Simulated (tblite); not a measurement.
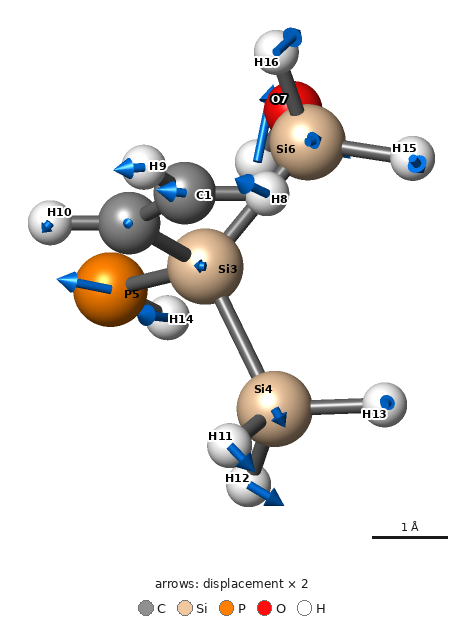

This is a relaxation of C2H10OPSi3 (multiplicity 2). The starting structure is drawn; blue arrows show the displacements, magnified 2 times. The two geometries are superimposed by the best rigid fit.

The picture is a ball-and-stick view, seen from a free direction.

Method: tblite 0.8.0, GFN2-xTB geometry optimisation, gas phase. 

Describe the change and its energy.

Answer. Over 80 geometry steps the energy falls by 95.6 kJ/mol. An H atom moves most after the best rigid fit: 0.54 Å. By element the largest moves are H 0.54 Å, O 0.51 Å, P 0.40 Å, C 0.22 Å, Si 0.15 Å. Near-neighbour distances that change, for instance: Si–Si 2.178 → 2.360 Å, Si–Si 2.211 → 2.354 Å, O–Si 1.726 → 1.625 Å, P–Si 2.174 → 2.216 Å. Bond angles that change, for instance: Si–P–H 111.0° → 93.4°, O–Si–H 112.6° → 99.9°, Si–O–H 112.3° → 122.9°. Groups turn about O–Si by about 65°.
